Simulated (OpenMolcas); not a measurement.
# Two attempts at CH6Al− (SMILES [H][Al-]([H])([H])[CH3])

Aim: a single-point energy of CH6Al− at MCPF/cc-pVDZ-DK (DKH8).

The calculation is run with OpenMolcas 26.06.

**1. The structure to begin with**

CH6Al−: 8 atoms, total charge -1, spin state singlet. As SMILES, `[H][Al-]([H])([H])[CH3]`. Geometry: a GFN2-xTB relaxation, a rough one for these elements and not checked as a minimum.

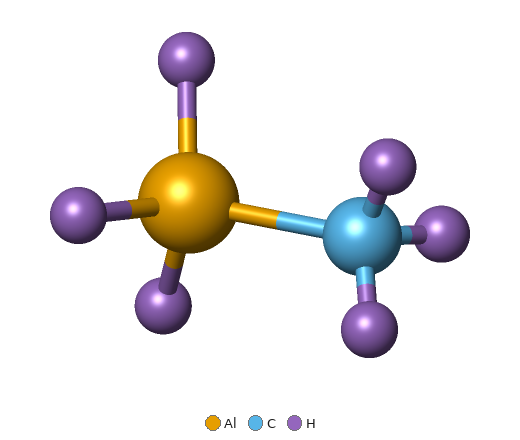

Viewed from a chosen angle; aluminium amber, carbon blue, hydrogen purple.

**2. First attempt**

struct.xyz

```xyz
8

Al    -0.002930     0.003230    -0.986600
C      0.001260    -0.004150     1.062630
H     -1.002810     0.060270     1.507470
H      0.563690     0.833970     1.501810
H      0.450090    -0.909220     1.499150
H      1.528860    -0.014950    -1.530090
H     -0.750450     1.341990    -1.520820
H     -0.787700    -1.311140    -1.533550
```

mol.inp

```
&gateway
coord = struct.xyz
basis = cc-pVDZ-DK
group = NoSym
&seward
relativistic = R08O02
expert
&scf
charge = -1
prorbitals = 1 1
&motra
frozen = 6
&guga
electrons = 14
spin = 1
inactive = 7
active = 0
ciall = 1
&cpf
mcpf
```

Command:

```bash
export MOLCAS_MEM=1
pymolcas mol.inp > mol.log
```

What it wrote:

```text
--- Start Module: gateway ---

                                              &GATEWAY

                       available to each process: 1.0 MB of memory, 1 thread

---------------------------------------------------------------------------------------------
  Nr.	 Label		Type		Offset		Length	   Atime	  Address
---------------------------------------------------------------------------------------------
  1	FILETABL    	CHAR	-70357979140872	       26929           5	[0xaaaae628c060]
---------------------------------------------------------------------------------------------
Maximal available memory for Molcas = 973071
 ?mma_allo_?D: error: out-of-memory
 label: dbsc
  available (kB):          973
  required  (kB):         1456

--- Stop Module: gateway /rc=-6 ---

.########################.
.# Non-zero return code #.
.########################.

    Timing: Wall=0.04 User=0.02 System=0.01
```

Wall time 0.2 s (1 thread of Arm Neoverse V2, shared host).

**3. What went wrong**

The job broke off with an error.

The telling line is `?mma_allo_?D: error: out-of-memory`. The cause is that too little memory is allowed.

**4. Second attempt**

struct.xyz is that of step 2.

mol.input

```
* CH6Al MCPF
&GATEWAY
Coord=struct.xyz
Basis=cc-pVDZ-DK
Group=NoSym
&SEWARD
Relativistic=R08O02
Expert
&SCF
Charge=-1
PrOrbitals=1 2
&MOTRA
Frozen=6
&GUGA
Electrons=14
Spin=1
Inactive=7
Active=0
CIAll=1
&CPF
MCPF
```

Command:

```bash
export MOLCAS_MEM=1860
pymolcas mol.input > mol.log
```

What it wrote:

```text
--- Start Module: gateway ---
[...]
--- Stop Module: gateway /rc=_RC_ALL_IS_WELL_ ---
[...]
 ###    WARNING:  EXPERT option is ON!                                       ###
 ###############################################################################
               SEWARD will generate:
[...]
      Basis functions           62
[...]
       Convergence after  14 Iterations
[...]
::    Total SCF energy                               -283.7222929935
[...]
      Total spin, S                                     0.0000000000
[...]
      *** WARNING: Default frozen orbitals is overwritten by user input.
      *** Default values:   3
[...]
--- Start Module: guga ---
[...]
--- Stop Module: guga /rc=_RC_ALL_IS_WELL_ ---
--- Start Module: cpf ---
[...]
      Active orbitals                            0       0
[...]
      Spin quantum number                      0.0
[...]
     FINAL MCPF ENERGY         -284.01659883
     FINAL CORRELATION ENERGY   -0.29430584  REFERENCE ENERGY    -283.72229299
[...]
      Total electronic charge=   26.000000
      Total            charge=   -1.000000
[...]
      Dipole Moment (debye):
      Origin of the operator (angstrom)=   -0.0014    0.0009   -0.3097
                   X=  1.0897E-03               Y= -6.8542E-03               Z=  2.9620E+00           Total=  2.9620E+00
      Quadrupole Moment (debye*angstrom):
[...]
--- Stop Module: cpf /rc=_RC_ALL_IS_WELL_ ---
[...]
```

Run time: 4.2 s. Hardware: 1 thread of Arm Neoverse V2, shared host; peak memory 0.4 GiB.

**5. Results**

At MCPF/cc-pVDZ-DK (DKH8):

| quantity | value |
| --- | --- |
| total energy | -284.01660 Eh |
| HOMO energy (Hartree–Fock orbitals) | -5.16 eV |
| LUMO energy (Hartree–Fock orbitals) | 8.57 eV |
| HOMO–LUMO gap (to an unbound level, set by the basis) | 13.73 eV |
| correlation energy (6 core orbitals frozen) | -294.3 mEh |
